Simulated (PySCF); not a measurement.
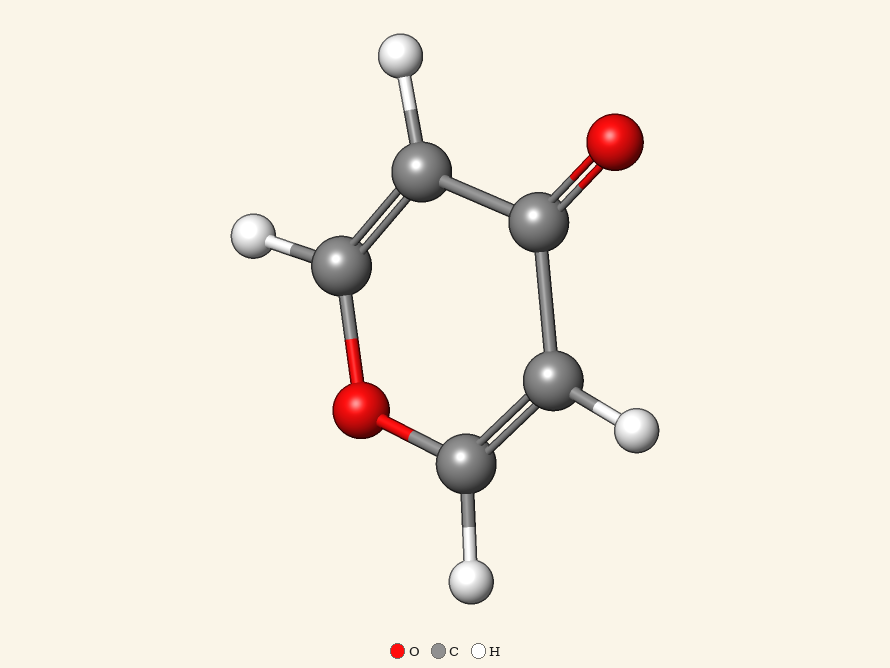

Multiple sticks mark multiple bonds (one Kekulé form).

Computed geometry: PBE0-D3(BJ)/def2-SVP optimisation. No frequency run is at hand to confirm it as a minimum.

> Which formula does it have?

C₅H₄O₂, 11 atoms: 5 carbon, 4 hydrogen and 2 oxygen.

> Write the SMILES.

O=c1ccocc1

> Give the symmetry (Schoenflies symbol).

C2v.

The parts below concern this one geometry. Atoms keep their numbers from picture to picture.

Electronic properties

No frequency run is at hand to confirm it as a minimum. Properties computed with PBE0/pcSseg-1, gas phase (PySCF 2.14.0).

Predict the main results.

- dipole moment: 3.95 D
- HOMO energy (Kohn–Sham orbital): −7.20 eV
- LUMO energy (Kohn–Sham orbital): −1.19 eV
- HOMO–LUMO gap: 6.00 eV

Ring current

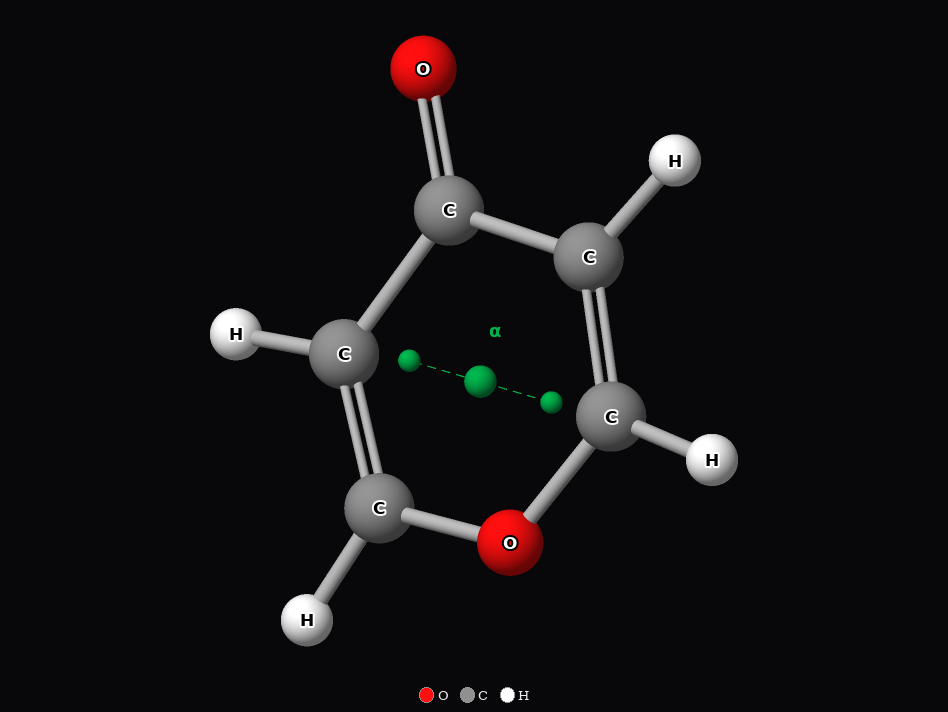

The small points mark where nucleus-independent chemical shifts (NICS) were computed: at the centre of each lettered ring and 1 Å above and below it. No frequency run is at hand to confirm it as a minimum. Properties computed with GIAO PBE0/pcSseg-1 NMR shielding, non-relativistic, gas phase (PySCF 2.14.0).

Give NICS(0), NICS(1) and the out-of-plane component NICS(1)zz for each ring (means of the two sides).

| ring | members | NICS(0) | NICS(1) | NICS(1)zz |
| --- | --- | --- | --- | --- |
| α | C5O | −0.1 | −3.9 | −7.2 |

Values in ppm.

NMR shielding

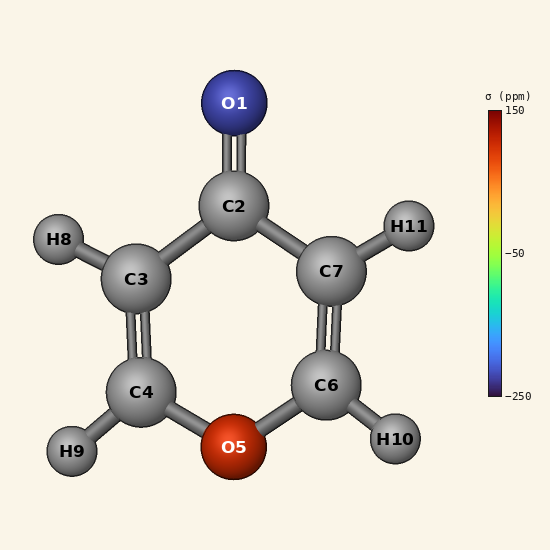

Atoms are coloured by their isotropic NMR shieldings (O only, the others grey). No frequency run is at hand to confirm it as a minimum. Properties computed with GIAO PBE0/pcSseg-1 NMR shielding, non-relativistic, gas phase (PySCF 2.14.0).

Give the isotropic NMR shieldings of the O atoms atom by atom.

| atom | σ (ppm) |
| --- | --- |
| O1 | −219.2 |
| O5 | 102.1 |
